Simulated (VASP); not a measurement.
Band structure of BiB (relaxed from the WC structure, space group P-6m2). Method: r2SCAN meta-GGA, VASP's PBE PAW potentials (set 64) (plane waves; VASP).

Unless said otherwise, spin-orbit coupling is left out, though it shifts the bands of the heavy elements here.

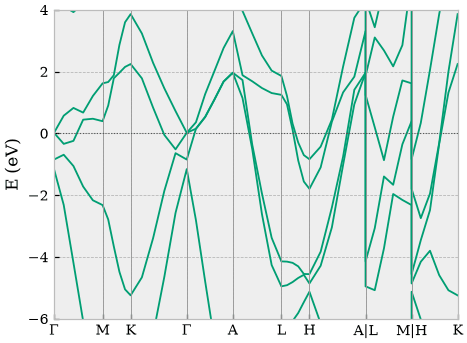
Bands along high-symmetry lines, zero at the valence-band maximum or, without a gap, the Fermi level

**Question.** Read the plot: is there a gap, and where are the band edges?

**Answer.** It has no gap at this level: it comes out as a metal or semimetal.

The structure was generated: BiB was put into the WC type (P-6m2), which need not be its known phase. It was relaxed first, which changed the volume by +28 %.
